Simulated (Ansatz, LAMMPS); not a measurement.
**Squeezing and shearing a frame of amorphous polystyrene (as short chains C42H46) from 500 K (176 atoms)**

How stiff is a frame of amorphous polystyrene (as short chains C42H46) from 500 K (176 atoms), and how do its levels respond to strain?

Program: Ansatz 0.2.0. Level of theory: Kohn-Sham DFT, PBE+D4, PAW (set soft_2), plane waves. Results are calculated unless marked as measured.

## (1) Set-up

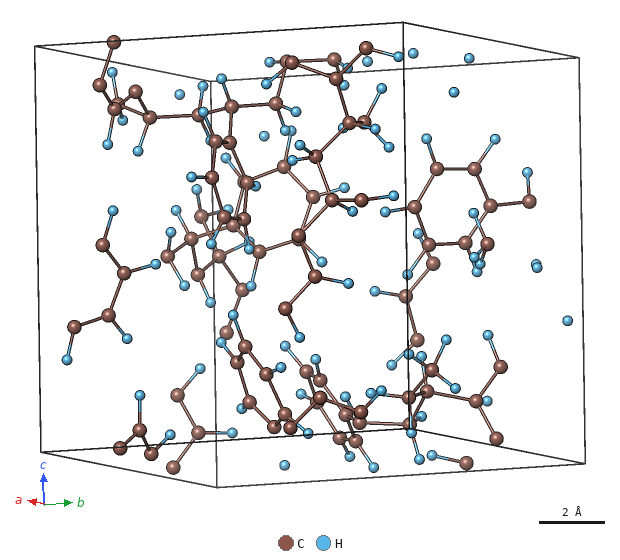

Start, viewed slightly off an axis; carbon brown, hydrogen blue. Bonds to atoms that aren't drawn are left out. Some periodic images of atoms are drawn too.

The cell holds 176 atoms: 84 C and 92 H. Its edges and angles: a = 12.719 Å, b = 12.719 Å, c = 12.719 Å, α = 90.0°, β = 90.0°, γ = 90.0°. 2 polystyrene chains of 5 units with methyl end groups placed at random, at 0.889 g/cm³; overlaps pushed apart, then 20 ps at 800 K with MMFF94 bonds, angles, torsions, charges and radii (Halgren, J. Comput. Chem. 17, 490 (1996)) in harmonic and 12-6 forms. Snapshot after 30 ps at 500 K and fixed volume.

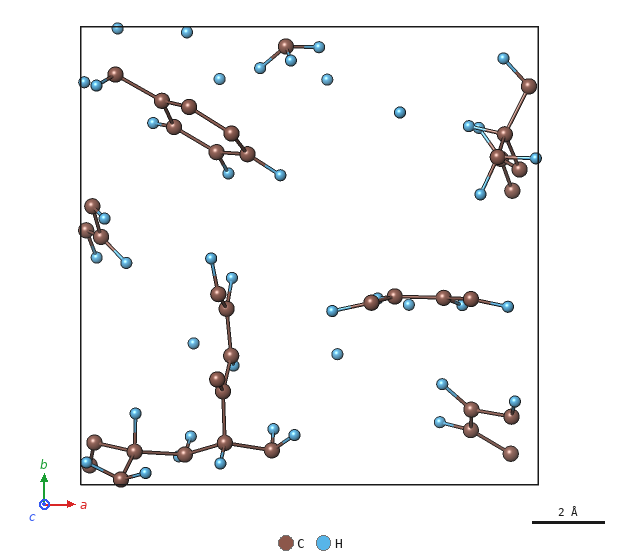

A slice 6 Å thick through the middle of the cell. Bonds to atoms that aren't drawn are left out.

What the set-up can't give: The network of contacts between molecules at the start is that of the classical potential that made the cell, and needn't be the one that DFT or experiment would give. The Brillouin zone is sampled at Γ only.

## (2) Single point at the start

A single point comes first, to see the forces before anything moves.

Input file input.yaml:

```yaml
crystal:
  lattice:
    - [12.71935, 0.0, 0.0]
    - [0.0, 12.71935, 0.0]
    - [0.0, 0.0, 12.71935]
  atoms:
    - { symbol: C, position: [0.44839, 0.9573, 0.50462] }
    - { symbol: C, position: [0.41775, 0.07477, 0.5285] }
    - { symbol: C, position: [0.31497, 0.09104, 0.57964] }
    - { symbol: C, position: [0.31094, 0.20364, 0.60686] }
    - { symbol: C, position: [0.2984, 0.22966, 0.71293] }
    - { symbol: C, position: [0.29477, 0.33565, 0.74456] }
    - { symbol: C, position: [0.30074, 0.41606, 0.66505] }
    - { symbol: C, position: [0.31889, 0.38407, 0.56167] }
    - { symbol: C, position: [0.3288, 0.28147, 0.53548] }
    - { symbol: C, position: [0.22766, 0.06561, 0.50065] }
    - { symbol: C, position: [0.11796, 0.07197, 0.55482] }
    - { symbol: C, position: [0.02996, 0.09176, 0.4788] }
    - { symbol: C, position: [0.9413, 0.14835, 0.50652] }
    - { symbol: C, position: [0.85384, 0.16365, 0.44404] }
    - { symbol: C, position: [0.85251, 0.11901, 0.34271] }
    - { symbol: C, position: [0.93963, 0.06732, 0.30949] }
    - { symbol: C, position: [0.01965, 0.04194, 0.37705] }
    - { symbol: C, position: [0.08795, 0.01109, 0.65911] }
    - { symbol: C, position: [0.07599, 0.89579, 0.64526] }
    - { symbol: C, position: [0.17755, 0.83848, 0.62929] }
    - { symbol: C, position: [0.204, 0.78128, 0.53905] }
    - { symbol: C, position: [0.29687, 0.7263, 0.52935] }
    - { symbol: C, position: [0.36457, 0.72179, 0.61686] }
    - { symbol: C, position: [0.32951, 0.76697, 0.71093] }
    - { symbol: C, position: [0.23692, 0.82502, 0.71552] }
    - { symbol: C, position: [0.97952, 0.87007, 0.57144] }
    - { symbol: C, position: [0.92674, 0.76526, 0.58226] }
    - { symbol: C, position: [0.95896, 0.68841, 0.49664] }
    - { symbol: C, position: [0.91792, 0.7118, 0.39808] }
    - { symbol: C, position: [0.94312, 0.64199, 0.32077] }
    - { symbol: C, position: [0.01207, 0.55551, 0.32959] }
    - { symbol: C, position: [0.04443, 0.54118, 0.43523] }
    [... 138 atom lines left out ...]
    - { symbol: H, position: [0.03846, 0.20298, 0.03965] }
    - { symbol: H, position: [0.0355, 0.15978, 0.85307] }
    - { symbol: H, position: [0.86983, 0.13201, 0.76128] }
    - { symbol: H, position: [0.61918, 0.02821, 0.9672] }
    - { symbol: H, position: [0.67406, 0.98027, 0.85739] }
    - { symbol: H, position: [0.55665, 0.02496, 0.85439] }
kpoints:
  mp_grid: { grid: [1, 1, 1] }
hamiltonian:
  xc: pbe
  dispersion: d4
scf:
  occupations: { method: gaussian, width: 0.025 }
output:
  forces: true
```

On the command line:

```console
$ ansatz run input.yaml --threads 4 --pin off --max-ram 8192MiB --backend cpu --events-out ev --progress --plain --runs-dir out
```

Numbers of over 12 decimals in the logs are rounded to 6 here.

The log of the run:

```text
Engine: ansatz 0.2.0, aarch64-unknown-linux-gnu
Pseudopotentials: kind: paw
Pseudopotential: C, paw, valence charge 4, recommended cutoff 420 eV (normal), C.paw.azcp
Pseudopotential: H, paw, valence charge 1, recommended cutoff 420 eV (normal), H.paw.azcp
[... 5 lines on functional and potentials left out ...]
Crystal: 176 atoms, lattice volume = 2057.760 Å³
Basis set: ecut = 420 eV, 40243 PW (Γ), exchange–correlation on 180×180×180 points (8 copies of the dense FFT grid, shifted against one another)
Bands: 390, of which v1, the nominal top of the filled ones, is band 214 counted from 1 (213 counted from 0)
Symmetry: 1 space group operations
Space group: P1 (ITA 1), of the structure as read, at distance tolerance 1.3e-4 Å
k-points: 1
[... 5 lines on functional and potentials left out ...]
Initial density: superposition of atomic densities (neutral atoms: chi_scale 0, normalization atom), corrected by the library's trained network
Initial wavefunctions: pseudopotential atomic-orbital guess
Functional: x = pbe(κ = 0.804, μ = 0.219515), c = pbe(β = 0.066725)
SCF iter   1: F=—  HF=-22547.633952 eV  |F-HF|=—  |Δ(HF+E_count)|=         —  Δρ=3.56e-3  dr2=4.05e-1  ethr=1.77e-3  ⟨swp⟩=6.0  Hψ=1798  notcnv=0  defer=92
preconditioner: auto → Resta (q_TF=auto, 2.100 Å⁻¹)  ε∞=2.3  [insulator: Δε(μ)=4.031 eV  Ē_g=14.866 eV  σ=0.025 eV  W_gap=1.00  n_scr=340 (ndim 8)  ℏωp=16.9 eV  f_vac=0.306  D(μ)=0.00/eV (n_scr^D=0)  ε∞_Penn≈2.3]
SCF iter   2: F=—  HF=-22547.597070 eV  |F-HF|=—  |Δ(HF+E_count)|=   3.69e-2  Δρ=1.79e-3  dr2=8.37e-2  ethr=9.47e-5  ⟨swp⟩=3.0  Hψ=670  notcnv=0  defer=169
SCF iter   3: F=—  HF=-22547.610076 eV  |F-HF|=—  |Δ(HF+E_count)|=   1.30e-2  Δρ=7.19e-4  dr2=1.81e-2  ethr=1.96e-5  ⟨swp⟩=2.0  Hψ=368  notcnv=0  defer=27
automatic band count: iteration 3 solves 248 bands in place of 390: the levels show a gap, and the empty bands left out lie too high to hold charge; the band table lists the bands solved (type scf.n_extra_bands for more)
SCF iter   4: F=—  HF=-22547.611319 eV  |F-HF|=—  |Δ(HF+E_count)|=   1.24e-3  Δρ=2.27e-4  dr2=2.06e-3  ethr=4.24e-6  ⟨swp⟩=2.0  Hψ=391  notcnv=0  defer=27
SCF iter   5: F=—  HF=-22547.611406 eV  |F-HF|=—  |Δ(HF+E_count)|=   8.66e-5  Δρ=9.87e-5  dr2=3.41e-4  ethr=4.81e-7  ⟨swp⟩=2.0  Hψ=401  notcnv=0  defer=27
SCF iter   6: F=—  HF=-22547.611333 eV  |F-HF|=—  |Δ(HF+E_count)|=   7.32e-5  Δρ=3.77e-5  dr2=4.63e-5  ethr=7.97e-8  ⟨swp⟩=2.0  Hψ=425  notcnv=0  defer=27
SCF iter   7: F=—  HF=-22547.611329 eV  |F-HF|=—  |Δ(HF+E_count)|=   3.50e-6  Δρ=1.53e-5  dr2=7.71e-6  ethr=1.08e-8  ⟨swp⟩=2.0  Hψ=436  notcnv=0  defer=27
SCF iter   8: F=—  HF=-22547.611326 eV  |F-HF|=—  |Δ(HF+E_count)|=   3.48e-6  Δρ=4.95e-6  dr2=7.80e-7  ethr=1.80e-9  ⟨swp⟩=2.0  Hψ=425  notcnv=0  defer=27
SCF iter   9: F=—  HF=-22547.611325 eV  |F-HF|=—  |Δ(HF+E_count)|=   4.89e-7  Δρ=2.40e-6  dr2=1.89e-7  ethr=1.82e-10  ⟨swp⟩=2.0  Hψ=412  notcnv=0  defer=27
SCF iter  10: F=-22547.611325 eV  HF=-22547.611325 eV  |F-HF|=1.78e-8  |Δ(HF+E_count)|=   8.84e-8  Δρ=7.24e-7  dr2=1.93e-8  ethr=2.34e-11  ⟨swp⟩=4.0  Hψ=848  notcnv=0
SCF 1 converged in 10 iterations: F = -22547.611325 eV  dr2 = 1.93e-8
  greatest PAW one-centre occupation: 0.706 electrons in one spin orbital (limit 2), on the C atom at site 112 (counted from 0), in its partial waves of l = 0
SCF converged after 10 iterations
Free energy (F): -22547.611325 eV
Harris-Foulkes:  -22547.611325 eV  (|F-HF|=1.78e-8)
Internal energy: -22547.611325 eV  (E = F + TS)
E sigma→0 (E₀):  -22547.611325 eV
Fermi energy:    0.886647 eV
--- Per-component energies (eV) ---
  E_band       = -3192.703478
  E_kinetic    = 8958.555519
  E_local      = -33243.973629  (includes V_loc(G=0)·N_el)
  E_nonlocal   = 2464.170750
  E_hartree    = 12672.784018
  E_xc         = -4873.823077
  E_vxc        = -6074.247206  (∫ρ·V_xc dr)
  E_paw        = -8402.487742  (= ΣΔE_a)
  E_vpaw       = -642.643942  (= ΣTr[D̂ρ^β])
  E_aug_tail   = -0.127679  (compensation charges beyond the density's cutoff)
  E_ewald      = -112.869967
  E_disp       = -9.839518  (pairwise vdW)
  E_smearing   = -0.000000  (= −TS)
  E_closure    = 0.000000  (closes the sum)
  Σ components = -22547.611325   (vs F -22547.611325, Δ=0.00e0)
--- Forces (eV/Å), atoms counted from 1 ---
  atom   1  C     -0.94800167     2.04447784     1.19151777
  atom   2  C     -0.38713282    -2.32820271    -3.17595857
  atom   3  C     -1.49259290    -0.61959488    -1.12090504
  atom   4  C     -0.18999501    -0.61230422     2.21808514
  atom   5  C     -0.54963284     0.88768633     1.22854430
  atom   6  C      0.04508420     0.76423253     0.05392827
  atom   7  C      0.10664848    -2.97292187     0.99167671
  atom   8  C      0.36816844     3.77172017    -0.57781309
  atom   9  C     -0.47991679    -0.50912087    -2.02533578
  atom  10  C     -1.18649169    -2.49178743     1.77245419
  atom  11  C      0.34548466     3.27548129     0.10713301
  atom  12  C     -1.24435606    -2.66318755    -2.23391425
  atom  13  C      0.53636021     0.98696476     2.31185612
  atom  14  C     -0.91196697     0.59215578    -0.41860717
[...]
atom 175  H      0.84744861     0.01633211    -0.14798628
  atom 176  H     -2.45289413    -0.17414784    -1.00827468
  max |Σ_I F_I| component: 2.60e-5 eV/Å
```

The job ended after 20 s (4 threads of Arm Neoverse V1, shared host; peak memory 2.4 GiB; 79 s of CPU time).

In the SCF lines HF is the Harris–Foulkes energy and dr2 the Hartree energy of the density residual, in eV; the loop may stop once dr2 is under the threshold and the program's other checks hold. Hψ counts applications of the Hamiltonian.

The r.m.s. force at the start is 1.2 eV/Å.

(Continued in part 2 of 4.)

[Logs are printed without paths, hosts, clocks, repeated set-up lines and the standing remarks that a program may print on its own settings, such as how far it seeks lower states.]

[Hosts, paths, dates, database ids (printed as entryN), source tags and the programs' standing remarks are cut or masked in the printed files.]

[The MMFF94 radii named for the starting cell were scaled by 0.96; in molecules described by MMFF94, hydrogen bound to N, O or S took a small fixed 12-6 site in their place.]
